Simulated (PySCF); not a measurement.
**MoH4: structure of the singlet**

The task is one start of a wider search on MoH4: the singlet, from a see-saw start. It is relaxed, tested by its Hessian and followed downhill if it is a saddle.

The runs use PySCF 2.14.0; PBE0, basis Mo x2c-TZVPall, H x2c-TZVPall, spin-free X2C, no spin–orbit coupling, density fitting.

## (1) The system as given

5 atoms, charge 0, spin multiplicity 1.

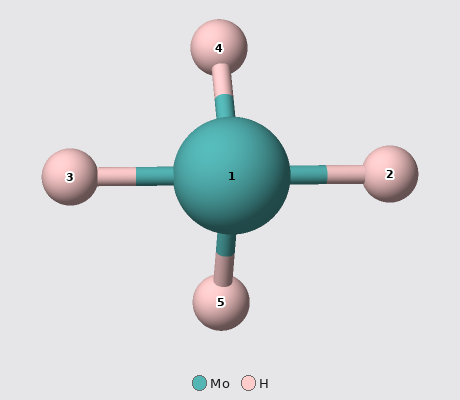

Start geometry, drawn with molybdenum teal, hydrogen pink; atoms are numbered from 1 in the order of the file.

Coordinates in bohr (charge 0 multiplicity 1):
```
Mo    0.0000    0.0000    0.0000
H     0.0000    3.2003    0.2801
H     0.0000   -3.2003    0.2801
H     2.5315    0.0000    1.9778
H    -2.5315    0.0000    1.9778
```

## (2) Finding the electronic state

One driver script runs all steps and calls PySCF; scf.py shows how it sets up the SCF of each step. The optimiser is the driver's own. After this first run the driver tries any further starts and a stability analysis.

The input, scf.py:

```python
from pyscf import gto, scf, dft
mol = gto.M(atom='''
Mo     0.000000     0.000000     0.000000
H      0.000000     1.693500     0.148200
H     -0.000000    -1.693500     0.148200
H      1.339600     0.000000     1.046600
H     -1.339600     0.000000     1.046600''',
    basis={'Mo': 'x2c-TZVPall', 'H': 'x2c-TZVPall'},
    nucmod='G',
    charge=0, spin=0)
mf = dft.RKS(mol, xc='PBE0')
mf.grids.atom_grid = (50, 194)
aux = {'Mo': 'AutoAux', 'H': 'AutoAux'}  # AutoAux: made from the orbital basis by basis_set_exchange (get_aux=1)
mf = mf.density_fit(auxbasis=aux).sfx2c1e()
mf.conv_tol = 1e-08
mf.diis_space = 10
mf.max_cycle = 60
mf.init_guess = 'minao'
mf.verbose = 4
mf.kernel()
```

On the command line:

```sh
OMP_NUM_THREADS=2 python axn.py task.json out
```

Output:

```text
init E= -4049.7793749932
  HOMO = -0.00483756817473375  LUMO = 0.000972304590075881  gap/eV = 0.15809
cycle= 1 E= -4049.18701723165  delta_E= 0.592  |g|= 2.03  |ddm|= 1.87
  HOMO = -0.848699158757082  LUMO = -0.576996677820247  gap/eV = 7.39340
cycle= 2 E= -4043.02836594585  delta_E= 6.16  |g|= 6.11  |ddm|= 3.44
  HOMO = -0.351194828951925  LUMO = -0.346539297537473  gap/eV = 0.12668
cycle= 3 E= -4049.49638734498  delta_E= -6.47  |g|= 1.75  |ddm|=  2.5
  HOMO = -0.221844159818976  LUMO = -0.189414122171872  gap/eV = 0.88247
cycle= 4 E= -4050.25213075056  delta_E= -0.756  |g|= 0.172  |ddm|= 1.31
  HOMO = -0.222009182444018  LUMO = -0.160769908262011  gap/eV = 1.66641
cycle= 5 E= -4050.25882547999  delta_E= -0.00669  |g|= 0.0797  |ddm|= 0.226
  HOMO = -0.221861771588635  LUMO = -0.158022892815062  gap/eV = 1.73714
cycle= 6 E= -4050.26103434567  delta_E= -0.00221  |g|= 0.0333  |ddm|= 0.102
  HOMO = -0.222874448590037  LUMO = -0.158313222816215  gap/eV = 1.75680
cycle= 7 E= -4050.26138198266  delta_E= -0.000348  |g|= 0.0142  |ddm|= 0.033
  HOMO = -0.223931960092856  LUMO = -0.159293377937252  gap/eV = 1.75891
cycle= 8 E= -4050.26145658672  delta_E= -7.46e-05  |g|= 0.0123  |ddm|= 0.0185
  HOMO = -0.225714335441144  LUMO = -0.16100626348432  gap/eV = 1.76080
cycle= 9 E= -4050.26151233852  delta_E= -5.58e-05  |g|= 0.00466  |ddm|= 0.0179
  HOMO = -0.22668215931047  LUMO = -0.162081487400678  gap/eV = 1.75787
cycle= 10 E= -4050.26152100427  delta_E= -8.67e-06  |g|= 0.000391  |ddm|= 0.00988
  HOMO = -0.226605227257241  LUMO = -0.162013475323788  gap/eV = 1.75763
cycle= 11 E= -4050.26152104905  delta_E= -4.48e-08  |g|= 0.000102  |ddm|= 0.000563
  HOMO = -0.226592344743926  LUMO = -0.161999697017938  gap/eV = 1.75766
cycle= 12 E= -4050.26152105295  delta_E= -3.9e-09  |g|= 6.42e-06  |ddm|= 0.000142
  HOMO = -0.226592304988343  LUMO = -0.161999510673777  gap/eV = 1.75766
Extra cycle  E= -4050.261521053  delta_E= -4.91e-11  |g|= 8.17e-06  |ddm|= 1.83e-05
converged SCF energy = -4050.261521053
```

This step, with its further starts and checks, ran for 7.5 s (2 threads of Arm Neoverse V2, shared host).

The starts that the driver tried:

```csv
start,energy (Eh)
the minimal-basis guess,-4050.261521
a thermally smeared density,-4050.279562
a smeared PBE density,-4050.279562
```

The first run landed in a state that is too high. Following the other starts and the instabilities gains 47.4 kJ/mol (-4050.27956 Eh), and the work goes on from there.

## (3) Relaxation: see-saw start, singlet

The program finds C2v symmetry in the start, which this walk keeps. Threshold on the gradient: 0.0003 Eh/bohr, with a further test on the energy change.

Changes to scf.py since step 2:

```diff
@@ -3,5 +3,5 @@
-Mo     0.000000     0.000000     0.000000
-H      0.000000     1.693500     0.148200
-H     -0.000000    -1.693500     0.148200
-H      1.339600     0.000000     1.046600
-H     -1.339600     0.000000     1.046600''',
+Mo     0.000000     0.000000    -0.023625
+H      0.000000     1.693500     0.124575
+H      0.000000    -1.693500     0.124575
+H      1.339600     0.000000     1.022975
+H     -1.339600     0.000000     1.022975''',
@@ -18 +17,0 @@
-mf.init_guess = 'minao'
```

Energy and gradient, step by step:

```csv
step,energy (Eh),change (kJ/mol),largest symmetric gradient (Eh/bohr)
0,-4050.279562,0.00,0.03829
1,-4050.301125,-56.61,0.03688
2,-4050.315206,-93.58,0.03768
3,-4050.320870,-108.45,0.03067
4,-4050.328414,-128.26,0.02731
5,-4050.336374,-149.16,0.03894
6,-4050.342896,-166.28,0.01122
7,-4050.343557,-168.02,0.00394
8,-4050.344120,-169.50,0.00335
9,-4050.345236,-172.43,0.00791
10,-4050.345455,-173.00,0.00693
11,-4050.345544,-173.24,0.00147
12,-4050.345551,-173.25,0.00010
13,-4050.345551,-173.25,0.00009
```

The walk took 26 s.

Positions (Å) and forces (eV/Å) along the way:

```
step 0
Mo   0.000   0.000  -0.024   0.000   0.000  -1.968
H    0.000   1.694   0.125   0.000   1.557   1.257
H    0.000  -1.694   0.125   0.000  -1.557   1.257
H    1.340   0.000   1.023  -0.665   0.000  -0.271
H   -1.340   0.000   1.023   0.665   0.000  -0.271
step 1
Mo   0.000   0.000  -0.112   0.000   0.000  -1.895
H    0.000   1.733   0.222   0.000  -0.153   1.182
H    0.000  -1.733   0.222   0.000   0.153   1.182
H    1.289   0.000   0.969  -0.471   0.000  -0.232
H   -1.289   0.000   0.969   0.471   0.000  -0.232
step 7
Mo   0.000   0.000  -0.425   0.000   0.000  -0.099
H    0.000   1.349   0.536   0.000  -0.074   0.024
H    0.000  -1.349   0.536   0.000   0.074   0.024
H    1.043   0.000   0.813   0.202   0.000   0.030
H   -1.043   0.000   0.813  -0.202   0.000   0.030
step 13
Mo   0.000   0.000  -0.401   0.000   0.000  -0.003
H    0.000   1.249   0.669   0.000   0.002   0.002
H    0.000  -1.249   0.669   0.000  -0.002   0.002
H    1.250   0.000   0.667   0.003   0.000   0.004
H   -1.250   0.000   0.667  -0.003   0.000   0.004
```

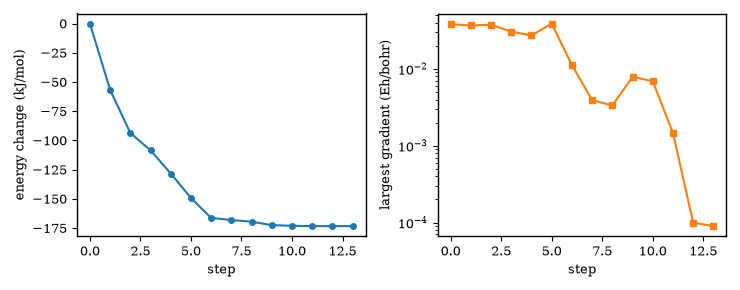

Energy and largest gradient along the walk.

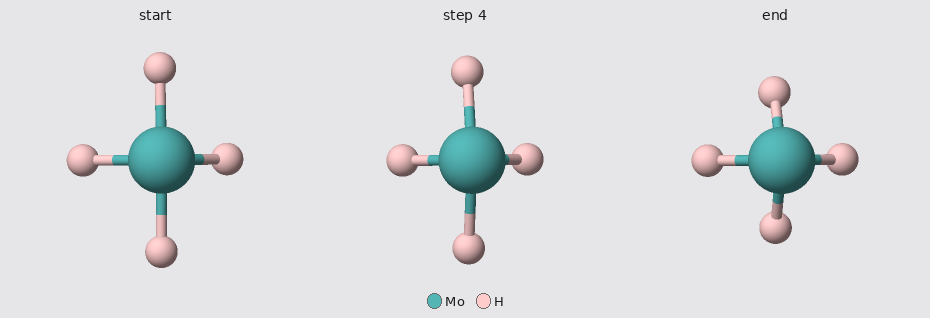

Start and end of the relaxation, with a step between.

End point (C4v, 13 steps, 173.3 kJ/mol gained): Mo–H 1.644 Å (×4); H–Mo–H 65.0° (×4), H–Mo–H 98.9° (×2).

## (4) Frequencies

The point is checked on the finer grid, and tightened if its gradient asks for it. The Hessian and the dipole derivatives come from central differences of analytic gradients, with steps of 0.02 bohr.

Changes to scf.py since step 3:

```diff
@@ -3,5 +3,5 @@
-Mo     0.000000     0.000000    -0.023625
-H      0.000000     1.693500     0.124575
-H      0.000000    -1.693500     0.124575
-H      1.339600     0.000000     1.022975
-H     -1.339600     0.000000     1.022975''',
+Mo     0.000000    -0.000000    -0.041398
+H     -0.000000     1.250920     1.026050
+H     -0.000000    -1.250920     1.026050
+H      1.250920     0.000000     1.026050
+H     -1.250920     0.000000     1.026050''',
@@ -12 +12 @@
-mf.grids.atom_grid = (50, 194)
+mf.grids.atom_grid = (75, 302)
@@ -15 +15 @@
-mf.conv_tol = 1e-08
+mf.conv_tol = 1e-10
```

The driver hands on the density of the step before, so the log starts near convergence.

SCF at the final geometry:

```text
init E= -4050.34316241511
  HOMO = -0.187008097580673  LUMO = -0.101563230422841  gap/eV = 2.32507
cycle= 1 E= -4050.34316241508  delta_E= 2.91e-11  |g|= 1.42e-05  |ddm|= 1.65e-05
  HOMO = -0.187011744796663  LUMO = -0.101566887971966  gap/eV = 2.32507
cycle= 2 E= -4050.34316241487  delta_E= 2.07e-10  |g|= 3.46e-05  |ddm|= 3.09e-05
  HOMO = -0.187008810247164  LUMO = -0.101563995763715  gap/eV = 2.32507
cycle= 3 E= -4050.34316241513  delta_E= -2.53e-10  |g|= 2.11e-06  |ddm|= 2.18e-05
  HOMO = -0.187008995799225  LUMO = -0.10156417649456  gap/eV = 2.32507
cycle= 4 E= -4050.34316241513  delta_E= -9.09e-13  |g|= 1.78e-07  |ddm|= 1.86e-06
  HOMO = -0.187009011588621  LUMO = -0.101564201163317  gap/eV = 2.32507
Extra cycle  E= -4050.34316241513  delta_E= 9.09e-13  |g|= 1.05e-07  |ddm|= 1.06e-06
converged SCF energy = -4050.34316241513
```

The whole step took 30 s.

Geometry: C4v; Mo–H 1.644 Å (×4); H–Mo–H 65.1° (×4), H–Mo–H 99.0° (×2).

Harmonic modes (main isotopes):

| symmetry | ω (cm⁻¹) | IR (km/mol) | μ (u) | type |
| --- | --- | --- | --- | --- |
| e | 138i | 119 | 1.01 | bend |
| b1 | 378 | 0.0 | 1.01 | bend |
| b2 | 543 | 0.0 | 1.01 | bend |
| a1 | 616 | 7.5 | 1.03 | bend |
| b1 | 2016 | 0.0 | 1.01 | stretch |
| e | 2043 | 220 | 1.02 | stretch |
| a1 | 2061 | 17.9 | 1.03 | stretch |

With 2 modes imaginary (up to 138i cm⁻¹) this point is a saddle.

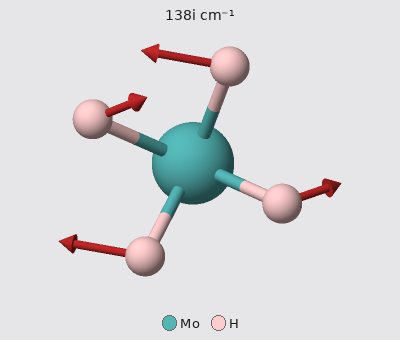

The imaginary mode, as arrows.

Properties at this point:

```
Dipole moment                                                   : 4.32 D
Highest occupied level                                          : -5.09 eV
Lowest empty level                                              : -2.76 eV
Rotational constants                                            : 2.672, 2.228, 2.228 cm⁻¹
Zero-point energy (real modes)                                  : 58.0 kJ/mol
Principal polarisabilities                                      : 44.6, 50.4, 50.4 bohr³
Principal traceless quadrupole moments about the centre of mass : -0.15, -0.15, 0.31 D Å
```

Charges (e) and bond orders:

```csv
atom,Mulliken,Löwdin,polar tensor,Mayer order to Mo1
Mo1,-0.17,-0.10,0.59,–
"H2,3,4,5",0.04,0.03,-0.15,0.94
```

Outer orbital energies (eV). occupied: -41.89, -41.89, -41.21, -9.77, -8.44, -8.44, -7.53, -5.09; empty: -2.76, -1.72, -1.37, -1.37.

Mulliken populations on Mo1: s 8.64, p 18.31, d 15.21, f 0.01.

## (5) Leaving the saddle point

The atoms are moved a little along the softest imaginary mode and relaxed again.

The program finds C1 symmetry in the start. Threshold on the gradient: 0.0003 Eh/bohr, with a further test on the energy change.

Changes to scf.py since step 4:

```diff
@@ -3,5 +3,5 @@
-Mo     0.000000    -0.000000    -0.041398
-H     -0.000000     1.250920     1.026050
-H     -0.000000    -1.250920     1.026050
-H      1.250920     0.000000     1.026050
-H     -1.250920     0.000000     1.026050''',
+Mo     0.001201     0.002442    -0.042214
+H     -0.116999     1.370156     0.924001
+H     -0.116999    -1.131684     1.126465
+H      1.309568    -0.237868     0.975441
+H     -1.192272    -0.237868     1.075026''',
@@ -12 +12 @@
-mf.grids.atom_grid = (75, 302)
+mf.grids.atom_grid = (50, 194)
@@ -15 +15 @@
-mf.conv_tol = 1e-10
+mf.conv_tol = 1e-08
```

Steps of the walk:

```csv
step,energy (Eh),change (kJ/mol),largest gradient (Eh/bohr)
0,-4050.345673,0.00,0.01012
1,-4050.345979,-0.80,0.00604
2,-4050.347267,-4.19,0.00457
3,-4050.349808,-10.86,0.01088
4,-4050.350255,-12.03,0.00728
5,-4050.350697,-13.19,0.00311
6,-4050.350746,-13.32,0.00277
7,-4050.350818,-13.51,0.00301
8,-4050.350920,-13.78,0.00310
9,-4050.351023,-14.04,0.00269
10,-4050.351098,-14.24,0.00167
11,-4050.351113,-14.28,0.00132
12,-4050.351124,-14.31,0.00030
13,-4050.351125,-14.31,0.00019
```

The walk took 30 s.

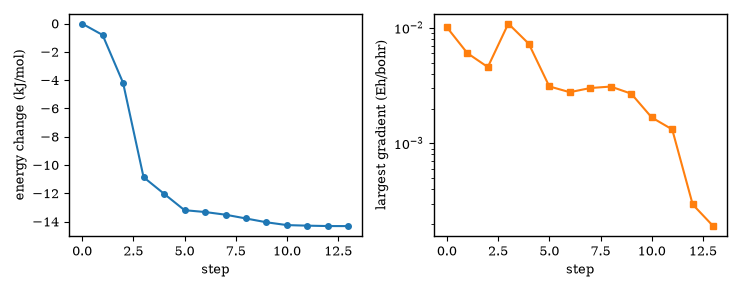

How energy and gradient fall.

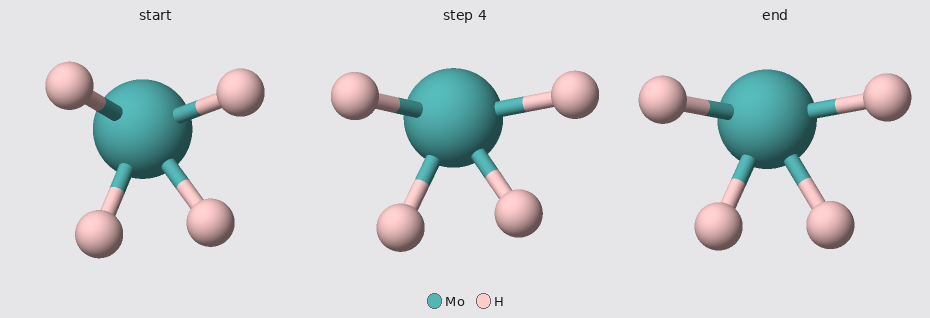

The geometry along the walk, at one scale.

After 13 steps and 14.3 kJ/mol it ends at Cs: Mo–H 1.639 Å (×2), Mo–H 1.677 Å (×2); H–Mo–H 50.7°, H–Mo–H 63.7° (×2), H–Mo–H 106.0° (×2), H–Mo–H 114.4°.

## (6) Hessian and properties

The same treatment as at the point before.

Changes to scf.py since step 5:

```diff
@@ -3,5 +3,5 @@
-Mo     0.001201     0.002442    -0.042214
-H     -0.116999     1.370156     0.924001
-H     -0.116999    -1.131684     1.126465
-H      1.309568    -0.237868     0.975441
-H     -1.192272    -0.237868     1.075026''',
+Mo     0.008928     0.008288    -0.034550
+H     -0.625582     1.368928     0.711785
+H     -0.278256    -1.242468     0.984350
+H      1.345004    -0.647612     0.737237
+H     -1.260892    -0.236917     0.971658''',
@@ -12 +12 @@
-mf.grids.atom_grid = (50, 194)
+mf.grids.atom_grid = (75, 302)
@@ -15 +15 @@
-mf.conv_tol = 1e-08
+mf.conv_tol = 1e-10
```

SCF at the final geometry:

```text
init E= -4050.34885788228
  HOMO = -0.192584948981136  LUMO = -0.0996392364002277  gap/eV = 2.52918
cycle= 1 E= -4050.34885788228  delta_E= -9.09e-13  |g|= 9.31e-07  |ddm|= 1.06e-06
  HOMO = -0.192584661156658  LUMO = -0.0996389791084033  gap/eV = 2.52918
Extra cycle  E= -4050.34885788228  delta_E= 3.64e-12  |g|= 2.22e-06  |ddm|= 1.96e-06
converged SCF energy = -4050.34885788228
```

The whole step ran for 49 s (2 threads of Arm Neoverse V2, shared host).

Geometry: Cs; Mo–H 1.639 Å (×2), Mo–H 1.677 Å (×2); H–Mo–H 50.8°, H–Mo–H 63.6° (×2), H–Mo–H 106.0° (×2), H–Mo–H 114.5°.

Harmonic modes (main isotopes):

```tsv
symmetry	ω (cm⁻¹)	IR (km/mol)
a''	280	25.9
a'	612	74.6
a'	658	109
a'	685	39.5
a''	714	126
a''	1948	261
a'	1955	144
a'	2039	50.6
a''	2071	39.7
```

All wavenumbers are real: a minimum.

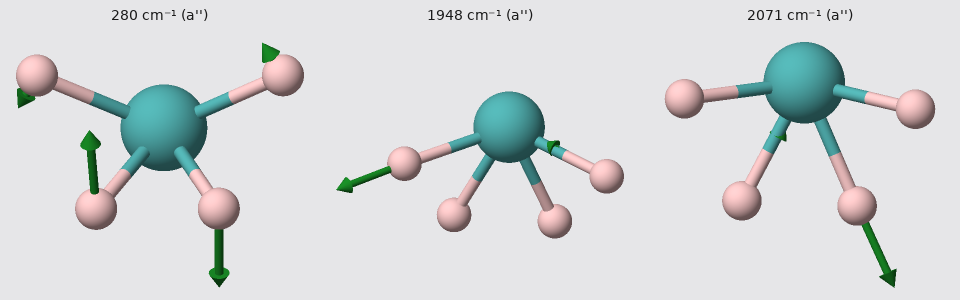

Displacements of 3 of the modes, as arrows (one member where a mode is degenerate).

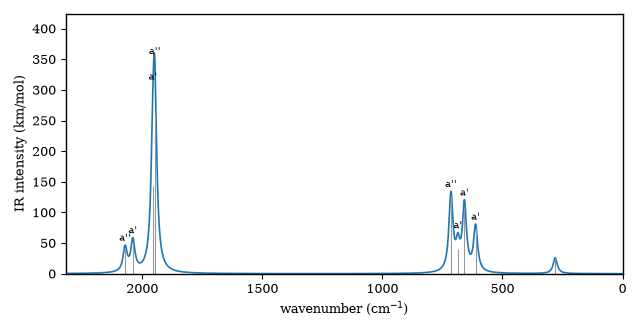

The harmonic infrared spectrum (widths in cm⁻¹). Lines are broadened to a width of 20 cm⁻¹ (Lorentzian).

Constants and moments:

```yaml
Dipole_moment: 3.31 D
Highest_occupied_level: -5.24 eV
Lowest_empty_level: -2.71 eV
Rotational_constants: 2.839, 2.569, 1.797 cm⁻¹
Zero-point_energy: 65.6 kJ/mol
Principal_polarisabilities: 38.7, 49.9, 54.3 bohr³
Principal_traceless_quadrupole_moments_about_the_centre_of_mass: -2.82, -0.34, 3.16 D Å
Entropy_at_298.15_K_and_1_bar: 251.9 J/(mol K)
Heat_capacity_Cp_at_298.15_K: 55.6 J/(mol K)
Enthalpy_at_298.15_K_above_0_K: 12.43 kJ/mol
Rotational_symmetry_number: 1
```

Populations by atom (charges in e):

```
atom  Mulliken  Löwdin  polar tensor  Mayer order to Mo1
 Mo1     -0.04   -0.08          0.63                   –
H2,4     -0.04   -0.02         -0.25                0.97
H3,5      0.05    0.05         -0.06                0.87
```

Mulliken populations on Mo1: s 8.55, p 18.31, d 15.17, f 0.01.

## (7) Would spin polarisation lower it?

At the lowest minimum the closed shell is tested against spin polarisation, on the (50, 194) grid. It is unstable: an open-shell solution lies lower. That solution was not followed to a minimum here.

## (8) All stationary points

| spin | group | bonds | imaginary modes (cm⁻¹) | ΔE (kJ/mol) | with zero-point energy |
| --- | --- | --- | --- | --- | --- |
| singlet | Cs | Mo–H 1.639 Å (×2), Mo–H 1.677 Å (×2) | none | 0.0 | 0.0 |
| singlet | C4v | Mo–H 1.644 Å (×4) | 138i, 138i | 15.0 | – |

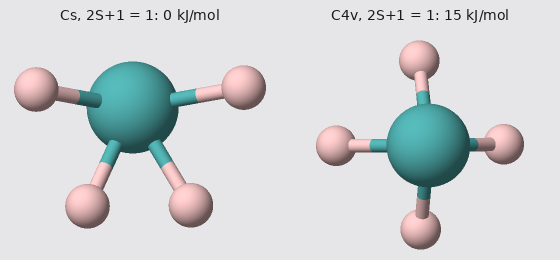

The points, lowest first (molybdenum teal, hydrogen pink).

## (9) What came out

| quantity | value |
| --- | --- |
| minimum | singlet, Cs (closed shell, unstable towards spin polarisation) |
| geometry | Mo–H 1.639 Å (×2), Mo–H 1.677 Å (×2); H–Mo–H 50.8°, H–Mo–H 63.6° (×2), H–Mo–H 106.0° (×2), H–Mo–H 114.5° |
| wavenumbers (cm⁻¹) | 280 (a''), 612 (a'), 658 (a'), 685 (a'), 714 (a''), 1948 (a''), 1955 (a'), 2039 (a'), 2071 (a'') |
| dipole moment | 3.31 D |
| highest occupied, lowest empty level | -5.24, -2.71 eV |
| polar-tensor charge of Mo1 | +0.63 e |
| zero-point energy | 65.6 kJ/mol |

The see-saw start (C2v) ends in a minimum of Cs symmetry, after a stop at a second-order saddle point 15.0 kJ/mol higher, from which it was pushed off along an imaginary mode. In the infrared the band at 1948 cm⁻¹ (a'', stretch) leads. The first SCF alone would have been 47 kJ/mol too high. Only this shape and spin were tried, so other structures or states may lie lower. The closed shell proved unstable towards spin polarisation, so a lower open-shell solution exists.

The search up to here took 2.4 min.
